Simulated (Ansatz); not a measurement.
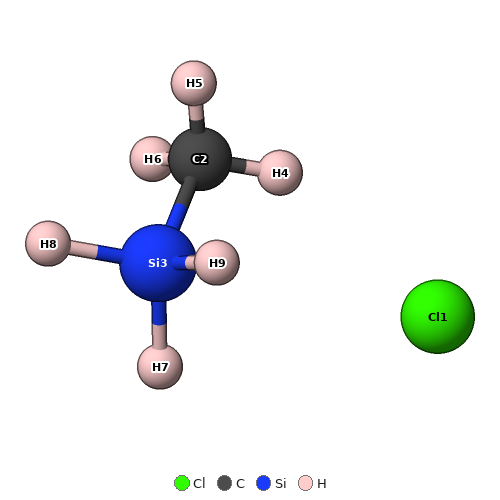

The system is the pair Cl···CH₆Si, charge −1; the picture shows the reference structure. 
- The turn is about an axis along (0.92, 0.30, −0.25) in the frame of the relaxed pair, normal to the line between the partners.
- First axis: distance Si3···Cl1. Second axis: turn of Cl1 about Si3.
- The grid has 13 × 13 points. At 5 points there is no value (left out of the scan, as a rule where atoms come close).
- Energies are in kJ/mol, from the lowest grid point.
- Computed with RHF/def2-SVPD (Ansatz).

Its coordinates:

```yaml
atoms:
  - { symbol: Cl, position_ang: [-0.8864, 0.1073, -3.1446] }
  - { symbol: C, position_ang: [-0.1992, 0.9406, 0.4158] }
  - { symbol: Si, position_ang: [0.3717, -0.8512, 0.3310] }
  - { symbol: H, position_ang: [-0.5638, 1.2376, -0.5679] }
  - { symbol: H, position_ang: [0.6244, 1.5984, 0.7079] }
  - { symbol: H, position_ang: [-1.0029, 1.0590, 1.1482] }
  - { symbol: H, position_ang: [-0.7272, -1.7906, 0.0117] }
  - { symbol: H, position_ang: [0.8727, -1.2520, 1.6916] }
  - { symbol: H, position_ang: [1.5108, -1.0489, -0.5939] }
```

Range: distance Si3···Cl1 from 3.208 to 5.208 Å; turn of Cl1 about Si3 from −60 to 60°.

**What will the energy surface look like?**

The lowest grid point is at distance Si3···Cl1 = 3.795 Å, turn of Cl1 about Si3 = 0°. It is the only kind of minimum in the scanned range. The highest grid point, distance Si3···Cl1 = 3.208 Å, turn of Cl1 about Si3 = 60°, lies 2217 kJ/mol above the lowest. Round the minimum the valley is strongly tilted: raising distance Si3···Cl1 shifts the best value of turn of Cl1 about Si3 upwards (coupling k₁₂/√(k₁₁k₂₂) about −0.8).

```csv
"turn of Cl1 about Si3 ↓, distance Si3···Cl1 →",3.208,3.269,3.370,3.495,3.637,3.795,3.965,4.148,4.341,4.544,4.757,4.978,5.208
60,2217,1952,1618,1278,925,619,391,234,134,75,42,25,16
50,–,–,–,1188,794,509,314,184,104,56,31,18,12
40,–,–,1117,758,496,311,187,107,58,30,16,9,7
30,657,560,429,305,204,128,76,41,21,10,5,4,5
20,205,176,134,95,62,37,20,9,4,2,2,4,6
10,57,47,34,22,12,6,2,1,1,2,4,6,8
0,14,11,6,3,1,0,0,1,3,5,7,9,10
−10,8,6,4,2,2,2,3,5,6,8,10,11,13
−20,14,12,10,8,7,7,8,9,10,11,13,14,15
−30,25,22,18,15,13,12,12,12,13,14,15,16,17
−40,35,31,26,22,19,17,16,16,16,17,18,18,19
−50,43,38,32,27,23,20,19,18,18,19,19,20,20
−60,46,41,34,29,25,22,20,20,20,20,20,21,21
```

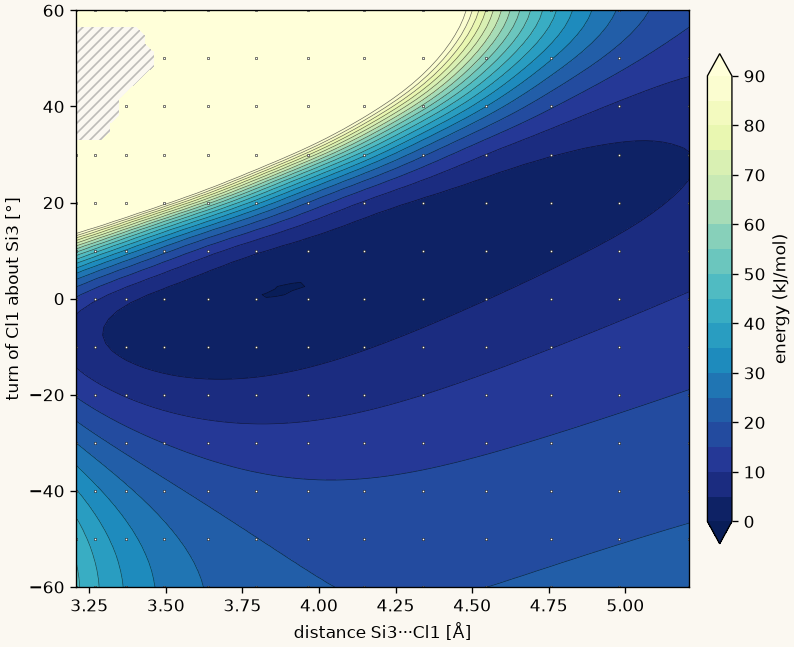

Drawn: filled contours, dots at the grid points, one colour for all values above the top of the scale, hatched blanks where no value was computed. Between grid points the surface is interpolated.

Each point was launched as `ansatz run input.yaml --threads 1 --pin off --max-ram 2560MiB --backend cpu --events-out ev --progress --plain --runs-dir out`. Time for the 164 points that were run: 9.3 min on 1 thread of AMD EPYC 7R32 (Zen 2), with other jobs on the host.
